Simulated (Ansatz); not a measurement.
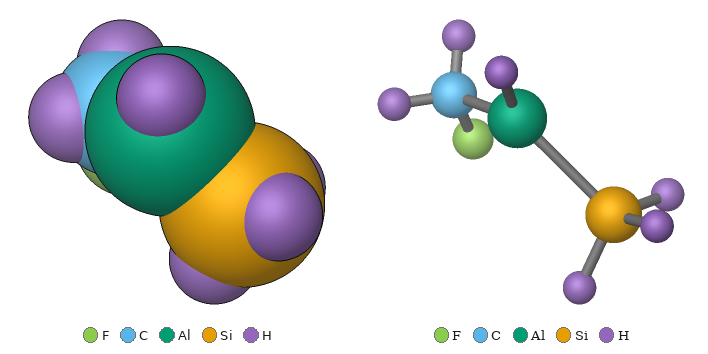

Two views of one molecule.

Identify the structure.

The molecule is CH₆AlFSi. SMILES: `F[CH2][AlH][SiH3]`. Among its groups: C–F bond, Si–H bond. The point group is Cs. Coordination: 1 C tetrahedral; 1 Al trigonal planar; 1 Si tetrahedral.

More results for the same structure follow; atom numbers are the same in all pictures, views and colours differ. The geometry was computed by an optimisation with PBE0-D4/def2-TZVP.

## Shape

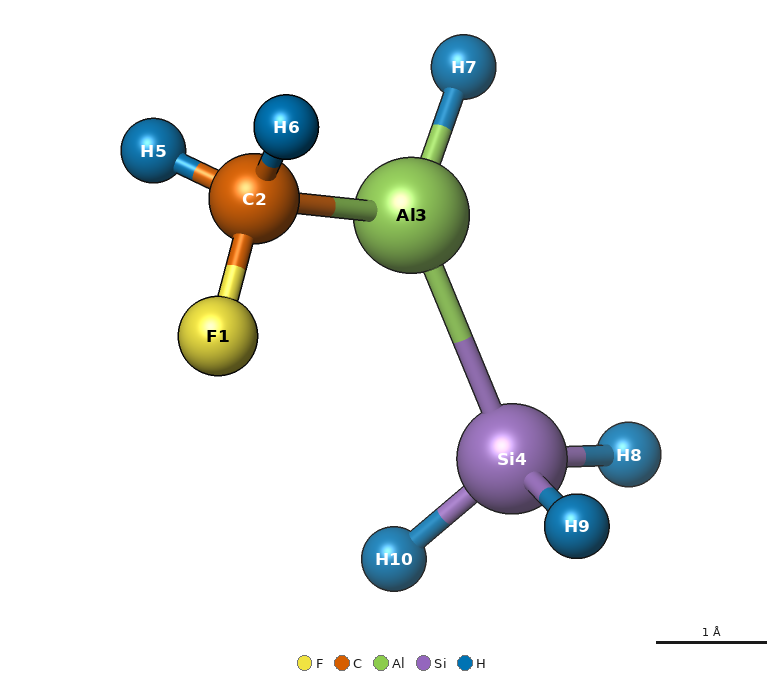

Numbered structure.

Give these bond angles: F1–C2–Al3, F1–C2–H5, Al3–C2–H5, C2–Al3–Si4, C2–Al3–H7, Si4–Al3–H7, Al3–Si4–H8, Al3–Si4–H9.

```
     angle  degrees
 F1–C2–Al3    111.4
  F1–C2–H5    107.7
 Al3–C2–H5    112.0
C2–Al3–Si4    118.8
 C2–Al3–H7    116.8
Si4–Al3–H7    124.5
Al3–Si4–H8    112.8
Al3–Si4–H9    110.5
```

## Electronic properties

Level of theory: RKS CAM-B3LYP-D4/def2-TZVPP (Ansatz 0.2.0).

Question: Estimate the dispersion correction.

Answer: −14.4 kJ/mol.

Question: Estimate the HOMO energy (Kohn–Sham orbital).

Answer: −8.81 eV.

Question: What is the LUMO energy (Kohn–Sham orbital)?

Answer: −1.03 eV.

## Dipole moment

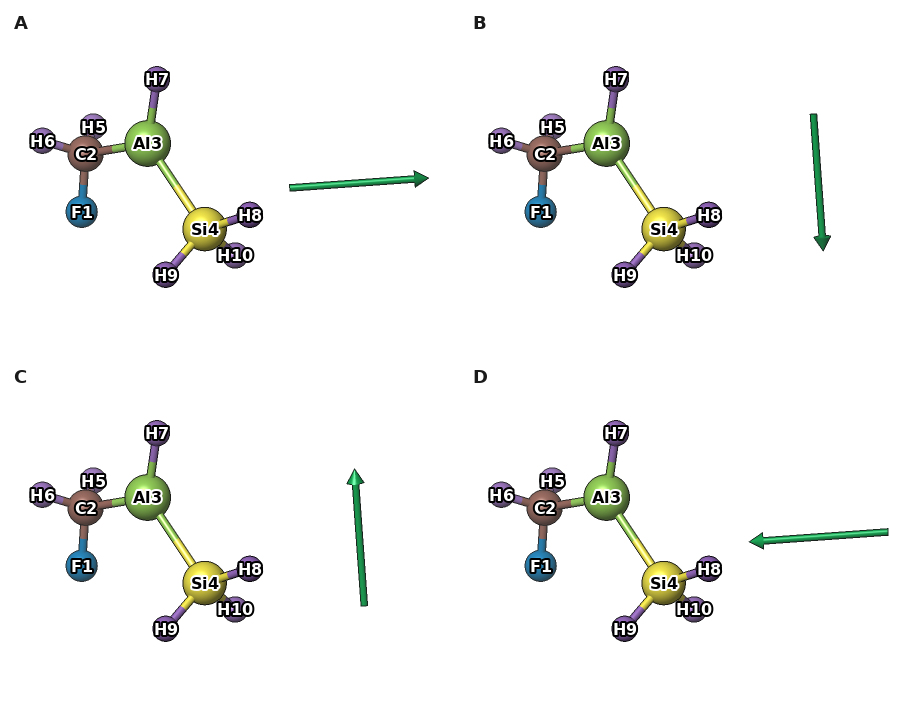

The same molecule four times, each with an arrow. Method: RKS ωB97M-V/def2-TZVPP (Ansatz 0.2.0).

Question: Which arrow points along the dipole moment, from the negative to the positive end?

Answer: C. The dipole moment is 1.70 D; it points from the side of H9, H10 to the side of H7 (the outermost atoms at the two ends).

## Vibrations

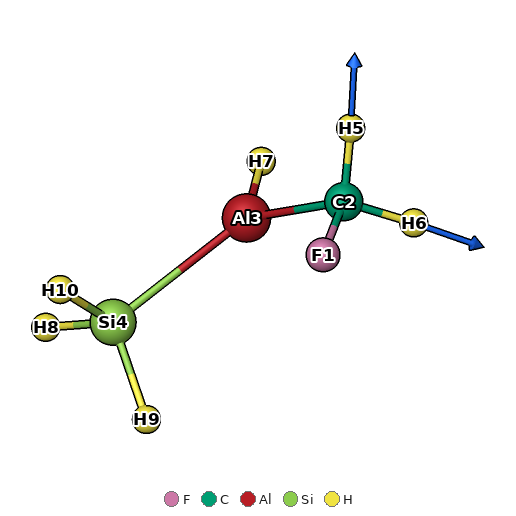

The arrows show one normal mode. Harmonic vibrations computed with RKS PBE0-D4/def2-TZVP (Ansatz 0.2.0) at a stationary point of the same level.

Question: What kind of motion is it?

Answer: Mostly in-phase stretching of 2 C–H bonds.

Question: Estimate its harmonic wavenumber.

Answer: 3010 cm⁻¹; it is mode 23 of 24 counted from the lowest.
